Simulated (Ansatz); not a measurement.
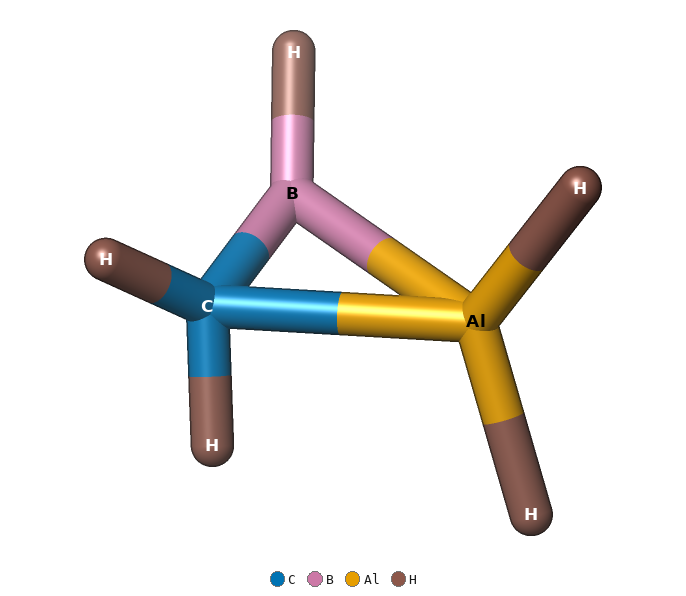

The picture shows a molecular structure as a stick model. Every bond is drawn as one stick, whatever its order.

The species is neutral and a spin doublet. Computed geometry: PBE0-D4/def2-TZVP optimisation. No frequency run is at hand to confirm it as a minimum.

Identify the structure.

It has 8 atoms: 1 carbon, 5 hydrogen, 1 aluminium and 1 boron (CH5AlB). This geometry has C1 symmetry. It is an open-shell species.

The parts below concern this one geometry. Atoms keep their numbers from picture to picture.

Geometry

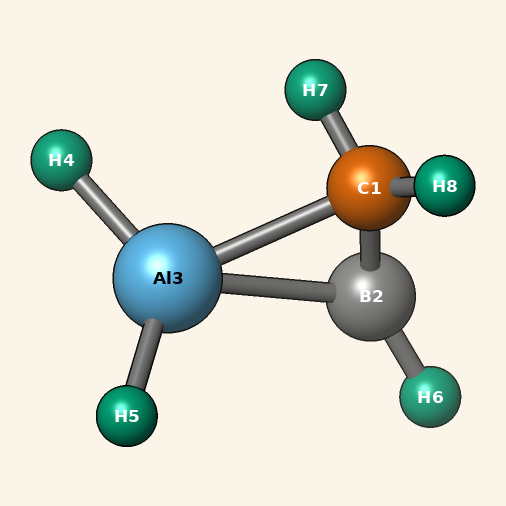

Atoms carry their numbers in the input. No frequency run is at hand to confirm it as a minimum.

Which bond is the longest?

Answer. B2–Al3, 2.220 Å.

Electronic properties

No frequency run is at hand to confirm it as a minimum. Level of theory: UKS PBE0-D4/def2-TZVPP (Ansatz 0.2.0).

What does the calculation give?

- HOMO energy (Kohn–Sham orbital): −6.22 eV
- ⟨S²⟩ of the determinant: 0.753
- dispersion correction: −9.7 kJ/mol

Charges

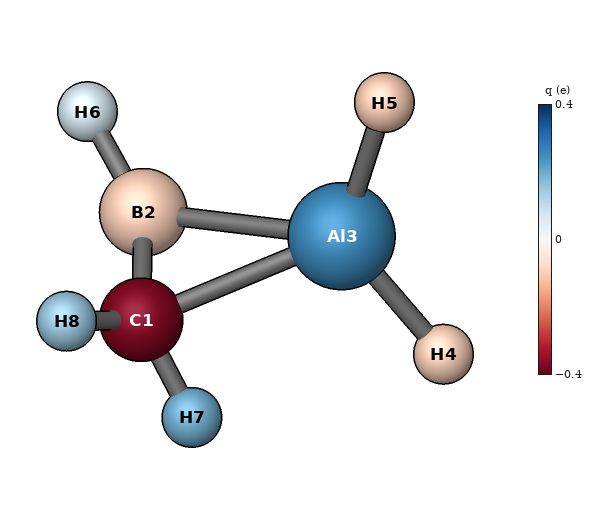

Atoms are coloured by their Mulliken charges. No frequency run is at hand to confirm it as a minimum. Properties computed with UKS PBE0-D4/def2-TZVP (Ansatz 0.2.0).

Which atom carries the highest charge (most positive or least negative)?

Answer. Al3 (0.25 e).

And the lowest?

Answer. C1 (−0.37 e).

Give the Mulliken charges atom by atom.

| atom | value (e) |
| --- | --- |
| C1 | −0.37 |
| B2 | −0.09 |
| Al3 | 0.25 |
| H4 | −0.09 |
| H5 | −0.10 |
| H6 | 0.07 |
| H7 | 0.19 |
| H8 | 0.15 |

Dipole moment

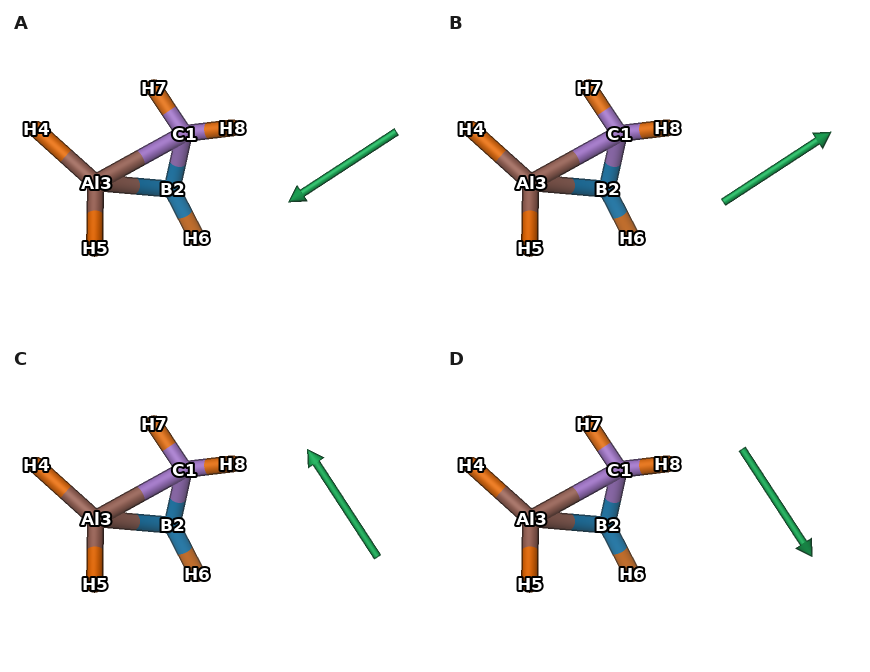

The same molecule four times, each with an arrow. No frequency run is at hand to confirm it as a minimum. Properties computed with UKS PBE0-D4/def2-TZVP (Ansatz 0.2.0).

Which arrow points along the dipole moment, from the negative to the positive end?

Answer. B. The dipole moment is 1.07 D; it points from the side of H5 to the side of H8 (the outermost atoms at the two ends).

Mulliken values depend strongly on the basis set and can even reverse the polarity of a bond.
